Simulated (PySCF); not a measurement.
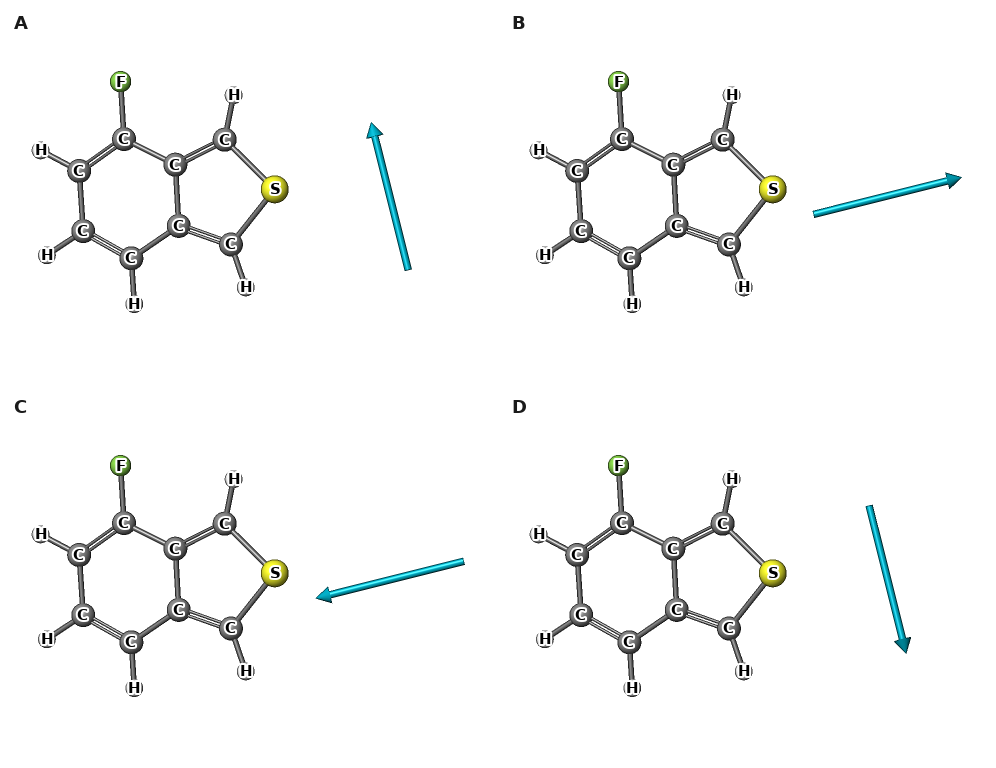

The same molecule four times, each with an arrow. The computed structure is the end point of a GFN2-xTB optimisation. No frequency run is at hand to confirm it as a minimum. Method: PBE0/pcSseg-1, gas phase (PySCF 2.14.0).

### Which arrow points along the dipole moment, from the negative to the positive end?

D. The dipole moment is 1.48 D.
